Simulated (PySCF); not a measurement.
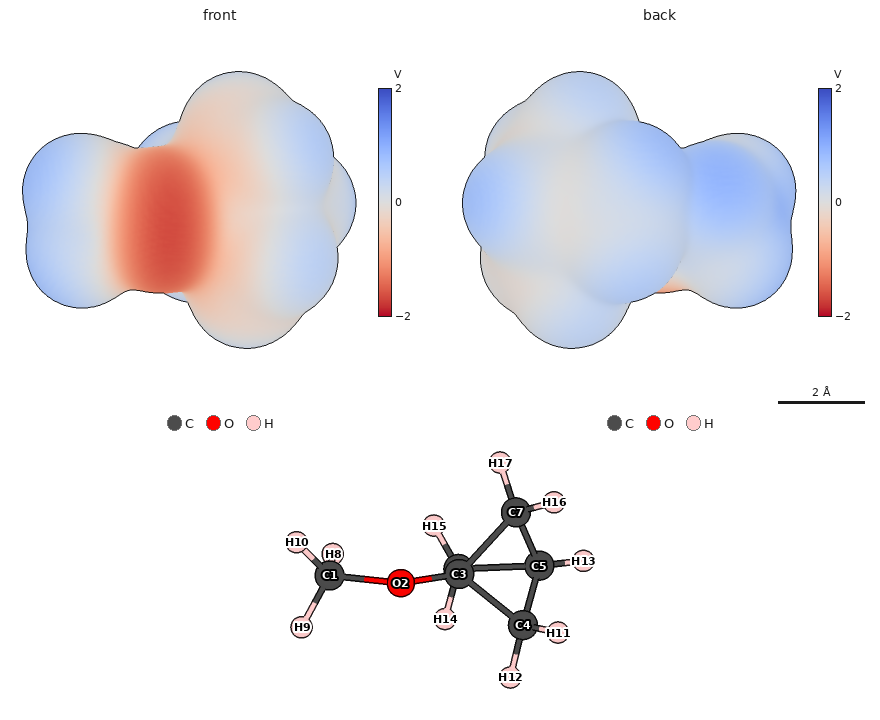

*C₆H₁₀O (SMILES COC12CC(C1)C2). The molecular electrostatic potential painted on the density surface at 0.002 e/bohr³, seen from the front and from behind; the colour scale runs from red (negative) to blue (positive). The bare structure is drawn below in the same view.*

Geometry: GFN2-xTB, MD frame at 250 fs, 300 K.

Level of theory: PBE0/pcSseg-1, SCF density, gas phase, non-relativistic in PySCF 2.14.0.

| atom | x (Å) | y (Å) | z (Å) |
| --- | --- | --- | --- |
| C | 2.0463 | 0.1532 | -0.0891 |
| O | 1.0085 | 0.7287 | 0.7399 |
| C | -0.2897 | 0.3470 | 0.4946 |
| C | -1.4758 | 1.2771 | 0.3061 |
| C | -2.0662 | -0.0996 | 0.1340 |
| C | -0.8125 | -0.4491 | -0.7207 |
| C | -1.2249 | -0.4969 | 1.3993 |
| H | 1.6386 | -0.6734 | -0.7345 |
| H | 2.5256 | 0.9563 | -0.6565 |
| H | 2.8755 | -0.1640 | 0.5523 |
| H | -1.7814 | 1.8926 | 1.1633 |
| H | -1.4510 | 1.8845 | -0.6054 |
| H | -3.0467 | -0.3498 | -0.0667 |
| H | -0.7891 | 0.0967 | -1.6566 |
| H | -0.5418 | -1.4594 | -0.9092 |
| H | -1.6076 | -0.2067 | 2.3412 |
| H | -1.0728 | -1.5533 | 1.3841 |

**Describe the electrostatic potential map.**

The most negative region (about −1.6 V) lies over O2, the most positive (about +0.9 V) over H8. O2 is the likeliest acceptor of a hydrogen bond.

**What dipole moment does the calculation give?**

Its dipole moment is 1.47 D.
